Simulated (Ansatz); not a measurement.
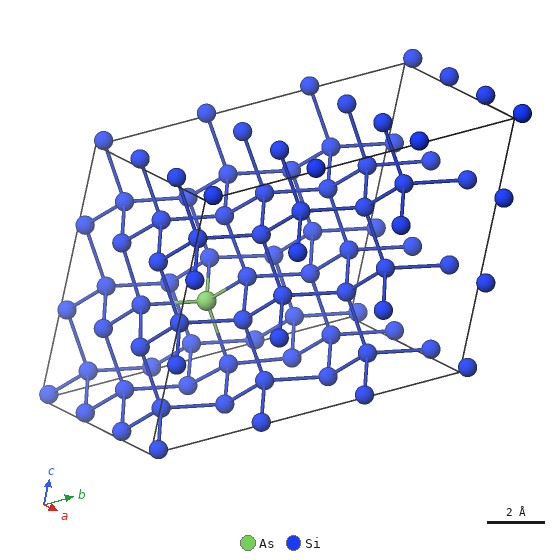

This ball-and-stick model is shown slightly off an axis. Lines trace the edges of the supercell. The host is Si, in a cell of 54 sites, and the cell carries a charge of +1.

Where does the cell differ from the host, and how?

Arsenic on a silicon site (a substitutional impurity). It is bonded to four Si in a tetrahedral arrangement at about 2.4 Å.

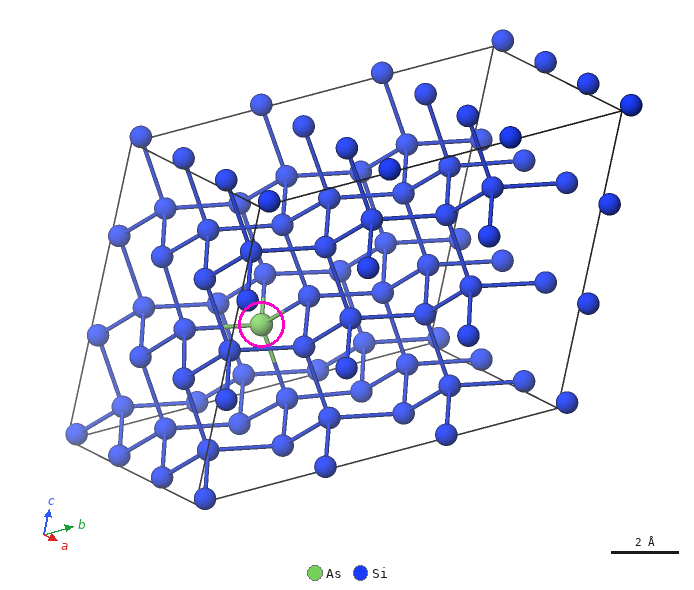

The same cell with a ring at the defect's site.

The atoms were relaxed in the host's cell with DFT PBE, scalar-relativistic, plane waves, PAW (Ansatz).
